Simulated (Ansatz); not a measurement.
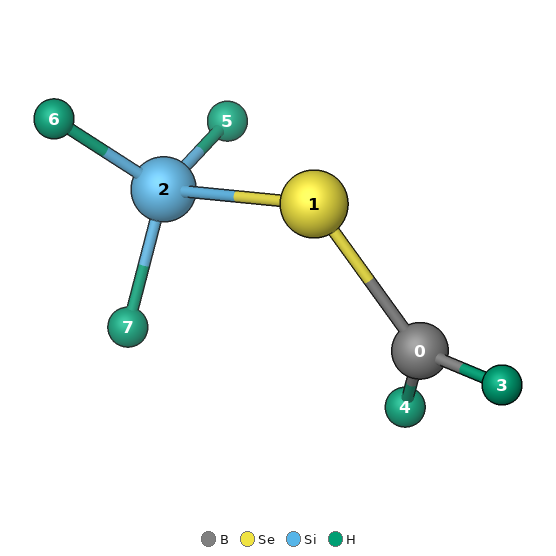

The picture shows the input geometry. Atoms are numbered from 0, in the order of the input.

Input file:

```yaml
crystal:
  periodic: [false, false, false]
  atoms:
    - {symbol: B, position_ang: [-0.927500, 1.185200, -1.098300]}
    - {symbol: Se, position_ang: [0.749300, 0.282800, -1.131900]}
    - {symbol: Si, position_ang: [0.724800, -0.922900, 0.851900]}
    - {symbol: H, position_ang: [-1.206200, 1.828100, -2.062400]}
    - {symbol: H, position_ang: [-1.666100, 1.103900, -0.207300]}
    - {symbol: H, position_ang: [1.106300, -0.025800, 1.894500]}
    - {symbol: H, position_ang: [1.672300, -1.993400, 0.593400]}
    - {symbol: H, position_ang: [-0.676200, -1.424500, 1.072600]}
basis:
  gaussian: {orbitals: def2-TZVPP}
correlation: {method: ccsd_t}
output: {forces: true}
```

Output:

```
Functional definition: HF
  name "HF"
  cite "Fock, Z. Phys. 61, 126 (1930) doi:10.1007/BF01340294"
  parent pbe
  exchange = exact_x
  correlation = 0
1138 factors; integrals over basis functions are off by at most 9.9e-4 eV
mean field evaluation 1: about -73915.9353 eV, gradient 1.6e1 eV
mean field evaluation 2: about -73916.1100 eV, gradient 1.6e1 eV
mean field evaluation 4: about -73917.4372 eV, gradient 2.2e0 eV
mean field evaluation 8: about -73917.4547 eV, gradient 1.4e-1 eV
mean field evaluation 16: about -73917.0915 eV, gradient 5.0e0 eV
mean field -73917.45490629 eV, -2716.4163647558 hartree, gradient 3.3e-6 eV, S^2 0.000000; 0 other end points of the search recorded, 0 dependent functions left out
15 core orbitals not correlated: weight in the atoms' cores, before any rotation towards them, 1.000 or more for the frozen orbitals, at most 0.000 for the correlated occupied ones
reference -73917.45490629 eV, -2716.4163647558 hartree; 14, 14 occupied and 162, 162 virtual orbitals, 1138 factors
too little memory for Intel AMX tiles; the run may be slower
second order -13.75300691 eV of doubles, -0.00000000 eV of singles
cycle   1  -14.31987492 eV  change   -5.7e-1 eV  update   9.0e-2
cycle   2  -14.77392971 eV  change   -4.5e-1 eV  update   2.7e-2
cycle   3  -14.83770480 eV  change   -6.4e-2 eV  update   1.6e-2
cycle   4  -14.82327800 eV  change    1.4e-2 eV  update   5.8e-3
cycle   5  -14.82443615 eV  change   -1.2e-3 eV  update   2.8e-3
cycle   6  -14.82431114 eV  change    1.3e-4 eV  update   8.4e-4
cycle   7  -14.82428446 eV  change    2.7e-5 eV  update   2.5e-4
cycle   8  -14.82445892 eV  change   -1.7e-4 eV  update   8.3e-5
cycle   9  -14.82446534 eV  change   -6.4e-6 eV  update   2.7e-5
cycle  10  -14.82444780 eV  change    1.8e-5 eV  update   1.0e-5
cycle  11  -14.82445289 eV  change   -5.1e-6 eV  update   4.1e-6
perturbative correction -0.55151028 eV, -0.0202676289 hartree
the calculation of the forces begins
working
Total energy: -73932.83086946 eV, -2716.9814209801 hartree
Atom 0 at    -0.927500     1.185200    -1.098300 Å, force     0.198992     0.108083    -0.589953 eV/Å
Atom 1 at     0.749300     0.282800    -1.131900 Å, force     0.166580    -0.163434    -0.005025 eV/Å
Atom 2 at     0.724800    -0.922900     0.851900 Å, force    -1.222318     0.049557    -1.120781 eV/Å
Atom 3 at    -1.206200     1.828100    -2.062400 Å, force     0.116580     0.012335     0.038227 eV/Å
Atom 4 at    -1.666100     1.103900    -0.207300 Å, force    -0.430956    -0.127317     0.652933 eV/Å
Atom 5 at     1.106300    -0.025800     1.894500 Å, force     0.368878     0.432229     0.858130 eV/Å
Atom 6 at     1.672300    -1.993400     0.593400 Å, force     0.294529    -0.370743     0.163847 eV/Å
Atom 7 at    -0.676200    -1.424500     1.072600 Å, force     0.507715     0.059290     0.002622 eV/Å
Dipole moment:     0.049450    -0.167797     0.266365 e Å
```
